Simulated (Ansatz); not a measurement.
System: Al10As10H30 (Al10As10 zinc blende bond sphere).

The calculation's input:

```
crystal:
  periodic: [false, false, false]
  atoms:
    - {symbol: Al, position_ang: [-2.029469, -2.335338, -0.610298]}
    - {symbol: Al, position_ang: [-2.623383, 1.177078, -3.583048]}
    - {symbol: Al, position_ang: [-2.341584, 0.598255, 2.023526]}
    - {symbol: Al, position_ang: [-1.980684, 3.761174, -0.666806]}
    - {symbol: Al, position_ang: [0.688428, -2.007025, -3.762013]}
    - {symbol: Al, position_ang: [0.629896, -2.019677, 2.330540]}
    - {symbol: Al, position_ang: [3.591541, -2.602054, -1.185922]}
    - {symbol: Al, position_ang: [0.700986, 0.709371, -0.709604]}
    - {symbol: Al, position_ang: [1.157963, 3.572466, 2.632341]}
    - {symbol: Al, position_ang: [3.774939, 0.715516, 1.968083]}
    - {symbol: As, position_ang: [-3.164294, -1.053596, -2.453777]}
    - {symbol: As, position_ang: [-0.412860, -3.546226, -2.069228]}
    - {symbol: As, position_ang: [-0.716668, -0.723334, 0.719175]}
    - {symbol: As, position_ang: [-0.818724, 2.073088, -2.084392]}
    - {symbol: As, position_ang: [-3.540011, 2.069395, 0.405153]}
    - {symbol: As, position_ang: [-1.071943, 2.441610, 3.174426]}
    - {symbol: As, position_ang: [2.077785, -0.806645, -2.076405]}
    - {symbol: As, position_ang: [2.474398, -3.151811, 1.048086]}
    - {symbol: As, position_ang: [2.100293, -0.397755, 3.521753]}
    - {symbol: As, position_ang: [2.056396, 2.096877, 0.806904]}
    - {symbol: H, position_ang: [-3.047104, -3.228925, 0.217883]}
    - {symbol: H, position_ang: [-2.154154, 0.904630, -5.073125]}
    - {symbol: H, position_ang: [-3.924677, 2.037103, -3.231314]}
    - {symbol: H, position_ang: [-3.248044, -0.236960, 3.023568]}
    - {symbol: H, position_ang: [-2.757863, 4.858149, -1.509938]}
    - {symbol: H, position_ang: [-1.134256, 4.120520, 0.642901]}
    - {symbol: H, position_ang: [-0.617986, -1.175849, -4.168057]}
    - {symbol: H, position_ang: [1.559985, -2.806578, -4.822568]}
    - {symbol: H, position_ang: [-0.188650, -3.029920, 3.241340]}
    - {symbol: H, position_ang: [3.235758, -3.904872, -2.041540]}
    - {symbol: H, position_ang: [5.084194, -2.133986, -0.925618]}
    - {symbol: H, position_ang: [0.894236, 5.073769, 2.190137]}
    - {symbol: H, position_ang: [2.021397, 3.199105, 3.926576]}
    - {symbol: H, position_ang: [4.179247, -0.579449, 1.119977]}
    - {symbol: H, position_ang: [4.839751, 1.589192, 2.759098]}
    - {symbol: H, position_ang: [-3.359414, -2.091306, -3.533679]}
    - {symbol: H, position_ang: [-4.609149, -0.995834, -2.005458]}
    - {symbol: H, position_ang: [-1.215343, -4.641798, -2.730203]}
    - {symbol: H, position_ang: [0.515681, -4.420339, -1.263829]}
    - {symbol: H, position_ang: [0.105872, 2.877943, -2.969553]}
    - {symbol: H, position_ang: [-4.401550, 1.272707, -0.541360]}
    - {symbol: H, position_ang: [-4.644301, 2.721262, 1.202273]}
    - {symbol: H, position_ang: [-2.109786, 3.522120, 3.363291]}
    - {symbol: H, position_ang: [-1.025595, 1.988585, 4.617967]}
    - {symbol: H, position_ang: [2.958794, 0.116502, -2.887999]}
    - {symbol: H, position_ang: [2.029169, -4.598339, 0.997139]}
    - {symbol: H, position_ang: [3.561443, -3.340693, 2.079690]}
    - {symbol: H, position_ang: [2.769438, -1.198425, 4.614104]}
    - {symbol: H, position_ang: [1.294006, 0.527587, 4.399323]}
    - {symbol: H, position_ang: [2.835896, 3.002735, -0.119512]}
basis:
  gaussian: {orbitals: def2-SVP, fitting: {mean_field: def2-universal-jkfit}, initial_orbitals: start.molden}
hamiltonian: {xc: pbe0, dispersion: d4}
scf: {omitted_lower_state_checks: [starts]}
output: {forces: true, orbitals: {seedname: orbitals}}
```

Command:

```sh
ansatz run in.yaml --threads 5 --pin off --events-out ev --progress --plain --max-ram 66560MiB --backend cuda --devices 0, --max-vram 37GiB
```

Geometry: r2SCAN-D4/def2-SVP.

All numbers below come from RKS PBE0-D4/def2-SVP in Ansatz 0.2.0.

**Predict the electron density and electron localisation function between the atoms.**

Al–As (2.47 Å): ρ is about 0.48 e/Å³ halfway; the ELF peaks at about 0.90 between the atoms, as expected for a shared electron pair.
As–H (1.51 Å): ρ at the midpoint is about 1.2 e/Å³; the ELF climbs to about 1 towards the hydrogen, as it does in any bond to H.
Al–As (2.49 Å): the density is about 0.49 e/Å³ at the midpoint; the ELF peaks at about 0.95 between the atoms; a shared electron pair.
Al–H (1.59 Å): ρ at the midpoint is about 0.54 e/Å³; the ELF climbs to about 1 towards the hydrogen.

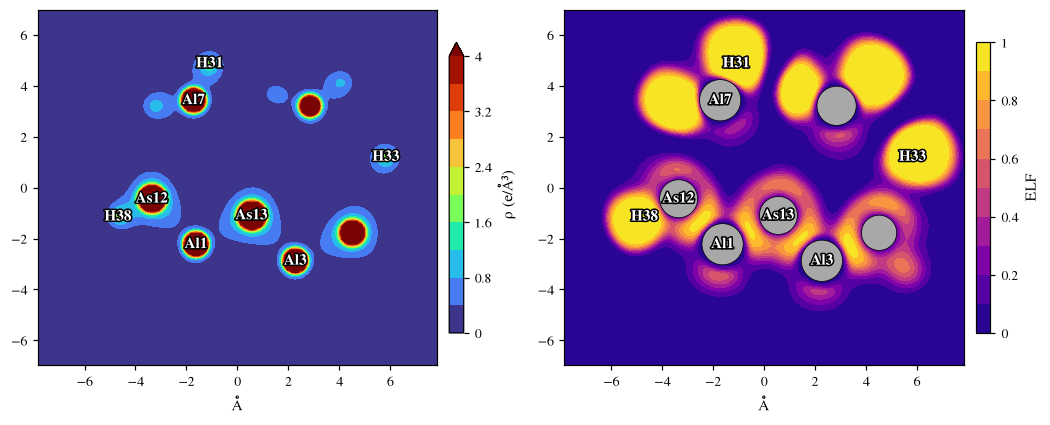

Computed electron density and electron localisation function on the plane of atoms Al1, As13 and Al3, in this order. Grey discs cover the atomic cores in the ELF map. 
